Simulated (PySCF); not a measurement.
```yaml
atoms:
  - { symbol: B, position_ang: [1.1749, -0.3493, 0.5357] }
  - { symbol: Si, position_ang: [-0.7620, -0.0923, -0.0141] }
  - { symbol: H, position_ang: [1.7964, -0.8481, -0.4193] }
  - { symbol: H, position_ang: [-1.7690, -0.0938, 1.1194] }
  - { symbol: H, position_ang: [-0.7891, 1.3473, -0.5094] }
  - { symbol: H, position_ang: [-1.5804, -0.8132, -1.1096] }
```

Geometry: PBE0-D3(BJ)/ma-def2-SVP.

Computed with PySCF 2.14.0, density-fitted response routines, DFT single point, gas phase, functional PBE0.

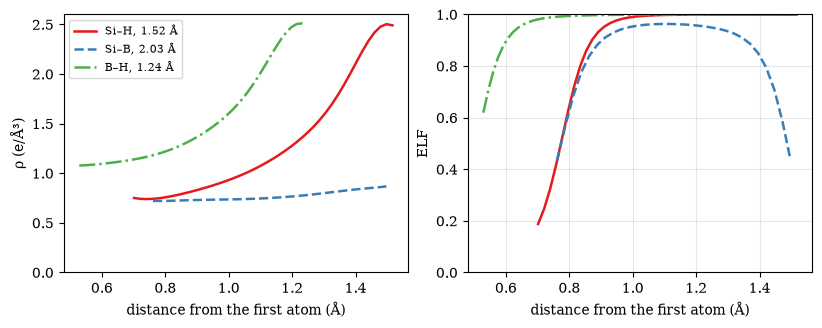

BH₄Si (charge −1). Electron density and ELF along straight lines between neighbouring atoms. The curves leave out the atomic cores.

Question: Compare the contacts.

Answer: Si–H (1.52 Å): the density is about 0.74 e/Å³ at the midpoint; the ELF climbs to about 1 towards the hydrogen, as it does in any bond to H.
Si–B (2.03 Å): ρ at the midpoint is about 0.74 e/Å³; the ELF peaks at about 0.95 between the atoms; a covalent bond.
B–H (1.24 Å): ρ is about 1.1 e/Å³ halfway; the ELF climbs to about 1 towards the hydrogen; an ordinary covalent bond to hydrogen.
